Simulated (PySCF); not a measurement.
## Electronic structure of C3H6BrNSi2 in real space

Input file:

```
{"job": {"kind": "uv", "xc": "B3LYP", "basis": "def2-SVPD", "nstates": 8, "ntriplets": 3}, "charge": 0, "multiplicity": 1}
C      3.323058    -0.100778    -0.004790
C      2.155756    -0.019757    -0.283781
Si     0.377570     0.187686    -0.751703
Br     0.391131    -0.085430    -2.997599
C     -0.728772    -1.154507     0.080381
N     -1.593298    -0.209335     0.780939
Si    -1.259184     1.418318     0.352053
H      4.341749    -0.189242     0.244106
H     -0.215840    -1.816337     0.783754
H     -1.296967    -1.786664    -0.610015
H     -2.342850    -0.590128     1.333424
H     -2.294783     2.097521    -0.435149
H     -0.861958     2.249140     1.490652
```

Launched as:

```sh
OMP_NUM_THREADS=1 python probes_run.py task.json out
```

Geometry: GFN2-xTB.

The calculation used PySCF, B3LYP/def2-SVPD, SCF density, gas phase.

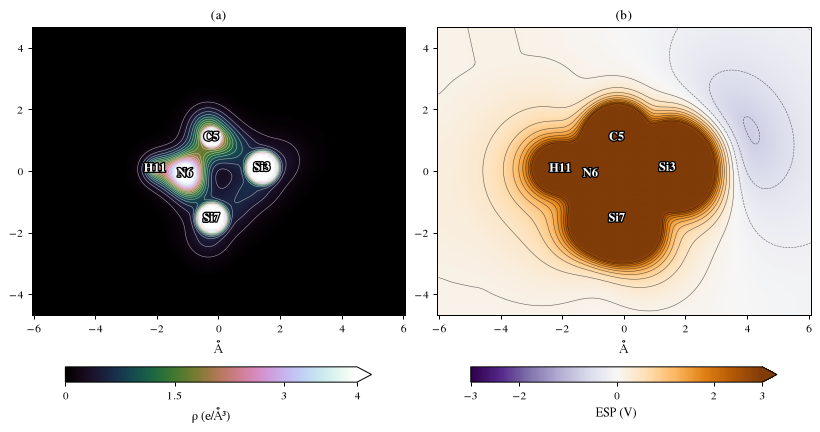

Figure 1. (a) total electron density; (b) molecular electrostatic potential on the plane of atoms C5, N6 and H11.

**Interpret the plot.**

Atoms in the plane: Si, C, N and H. C–N (1.46 Å): ρ at the midpoint is about 1.9 e/Å³. Si–N (1.72 Å): ρ is about 1.1 e/Å³ halfway. Si–Si (2.33 Å): ρ at the midpoint is about 0.61 e/Å³. N–H (1.01 Å): ρ at the midpoint is about 2.8 e/Å³. Outside the dense part of the molecule the potential is most negative (−0.7 V) near Br4, which lies off the plane.

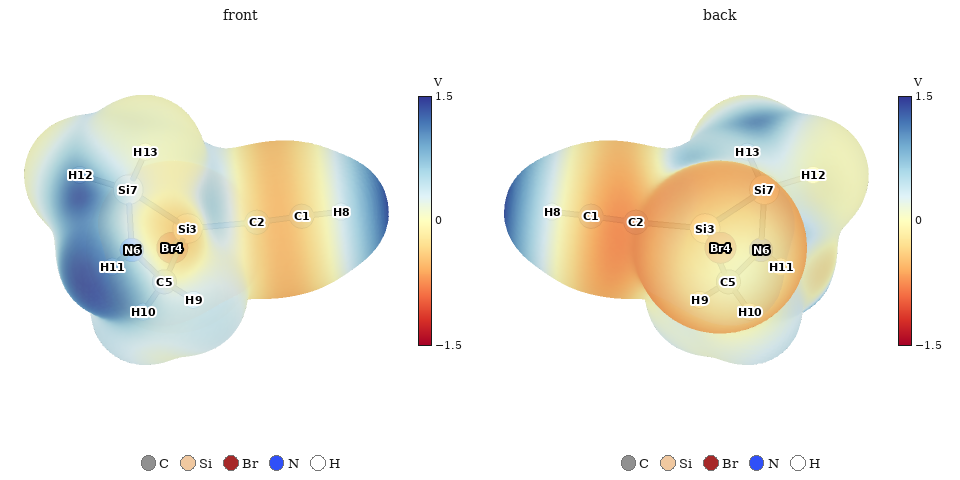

Figure 2. The electrostatic potential painted on the density surface at 0.001 e/bohr³, seen from the front and from behind; red is negative and blue positive.

**Which sites attract a positive test charge, and which a negative one?**

A positive charge is drawn to the negative regions and a negative charge to the positive ones. The most negative region (about −0.7 V) lies over C1, C2 and Br4, the most positive (about +1.4 V) over Si7, H8 and H11.
